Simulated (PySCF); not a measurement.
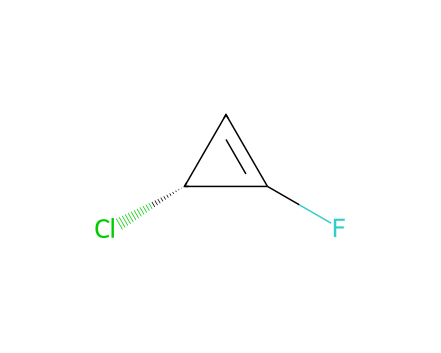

A structural formula.

Write the SMILES.

Answer. FC1=C[C@H]1Cl

What is the molecular formula?

Answer. C3H2ClF.

An optimisation with GFN2-xTB gave a structure of which point group?

Answer. C1.

More results for the same structure follow; atom numbers are the same in all pictures, views and colours differ. The computed structure is the end point of a GFN2-xTB optimisation. No frequency run is at hand to confirm it as a minimum.

## Geometry

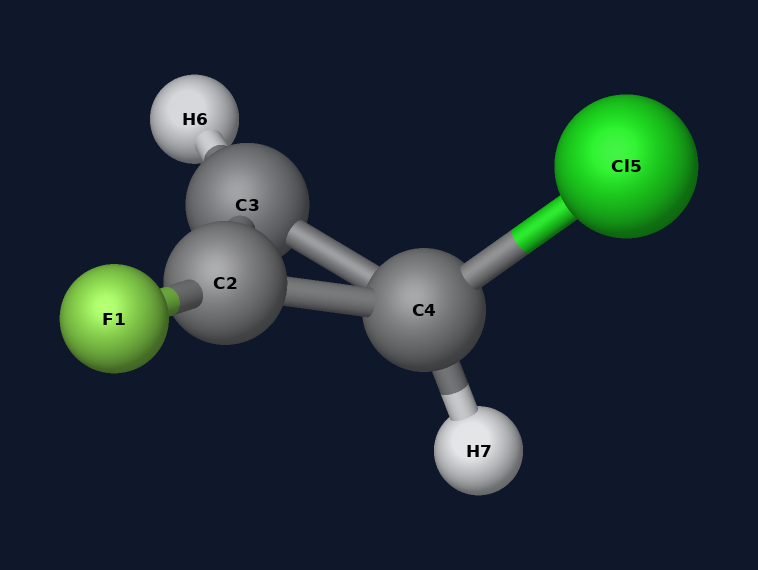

The atoms are numbered. No frequency run is at hand to confirm it as a minimum.

List the bonds and their lengths.

```json
{"bond": "F1–C2", "length (Å)": "1.308", "order": "single"}
{"bond": "C2–C3", "length (Å)": "1.301", "order": "double"}
{"bond": "C2–C4", "length (Å)": "1.472", "order": "single"}
{"bond": "C3–C4", "length (Å)": "1.508", "order": "single"}
{"bond": "C3–H6", "length (Å)": "1.061", "order": "single"}
{"bond": "C4–Cl5", "length (Å)": "1.784", "order": "single"}
{"bond": "C4–H7", "length (Å)": "1.082", "order": "single"}
```

## Polarisability

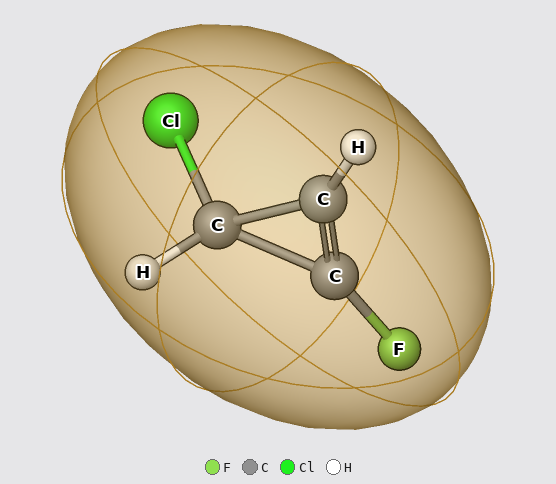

The ellipsoid shows the static dipole polarisability: its half-axes are proportional to the principal values. No frequency run is at hand to confirm it as a minimum. Method: PBE0/def2-SVPD (PySCF 2.14.0).

Give the principal values, the mean and the anisotropy.

Answer. Principal values 39.2, 46.7, 58.2 bohr³; mean 48.0 bohr³ (7.12 Å³); anisotropy 16.6 bohr³, so the longest axis is 1.49 times the shortest.

## Ring current

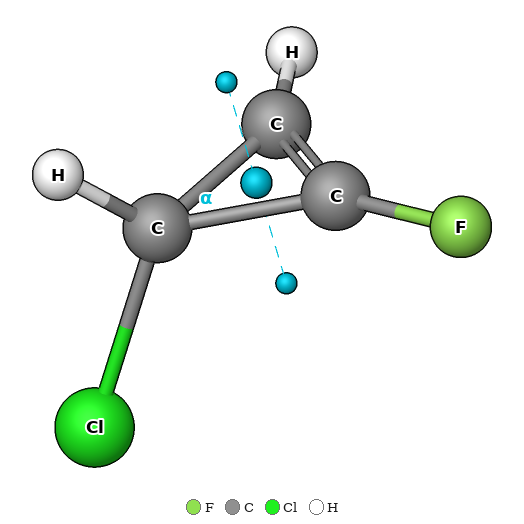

The small points mark where nucleus-independent chemical shifts (NICS) were computed: at the centre of each lettered ring and 1 Å above and below it. No frequency run is at hand to confirm it as a minimum. Method: GIAO PBE0/pcSseg-1 NMR shielding, non-relativistic, gas phase (PySCF 2.14.0).

Give NICS(0), NICS(1) and the out-of-plane component NICS(1)zz for each ring (means of the two sides).

```tsv
ring	members	NICS(0)	NICS(1)	NICS(1)zz
α	C3	−31.4	−6.1	−11.4
```

Values in ppm.

## Excitation

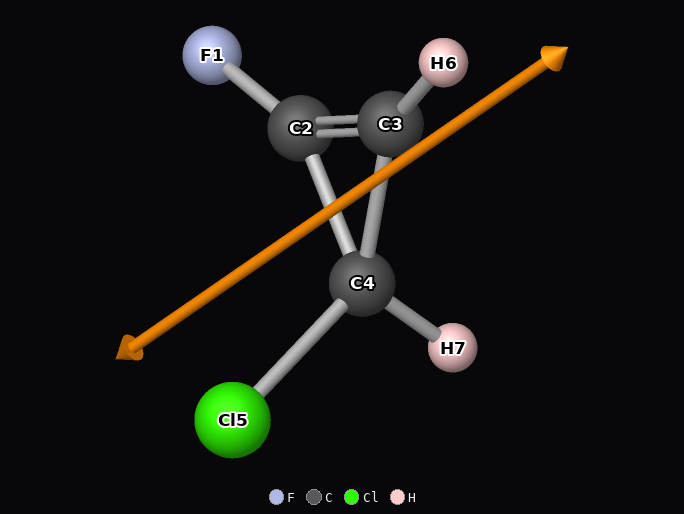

The double arrow shows the direction of the transition dipole to excited singlet state 3 (its length means nothing). No frequency run is at hand to confirm it as a minimum. Properties computed with TDDFT PBE0/def2-SVPD, vertical, gas phase, core orbitals frozen in the response (PySCF 2.14.0).

Where does the transition lie, and how strong is it?

Answer. 7.11 eV (174 nm), oscillator strength 0.072, of mixed character, with the largest part HOMO−1 → LUMO (weight 0.44); transition dipole 1.64 D.
